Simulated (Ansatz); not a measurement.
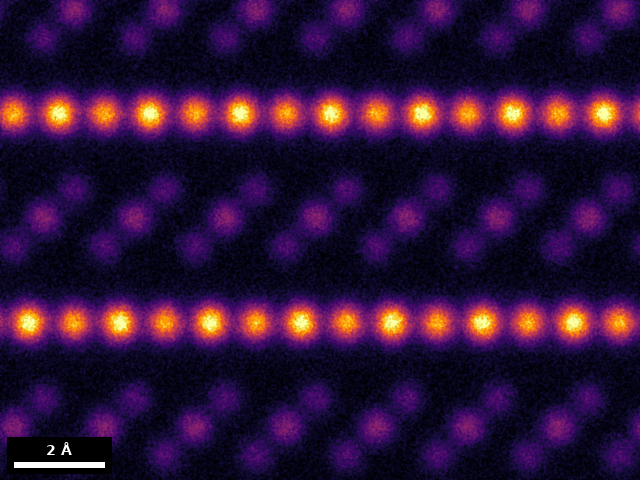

HAADF-like image of Sn2Pt3Se2. Simulation: incoherent imaging, intensity Z^1.6 per atom, probe width 0.57 Å, thin sample. The probe carries 15 % of its weight in a tail 2.5 times as wide. The display is stretched by a gamma of 0.8; percentages refer to the linear signal. Shot noise was added.

Q: Measure the repeat of the pattern.

A: The pattern repeats on an oblique net of 2.0 × 4.6 Å with an angle of 98°.

Q: Which plane group does this projection have?

A: p2: twofold rotation points, no mirror or glide lines.

Q: How many columns does the smallest repeating cell hold, and how many levels of brightness?

A: 5 columns in the primitive cell of 9.2 Å², with 4 levels of brightness (about 100, 75, 25, 15 % of the brightest, counted from the darkest point).

The crystal is Sn₂Pt₃Se₂ (R-3m, No. 166) seen along [310]. Atomic positions: the end point of a relaxation with Ansatz 0.2.0, DFT, PAW plane waves, r2scan; the starting structure was generated, so it need not be a known form of this composition.
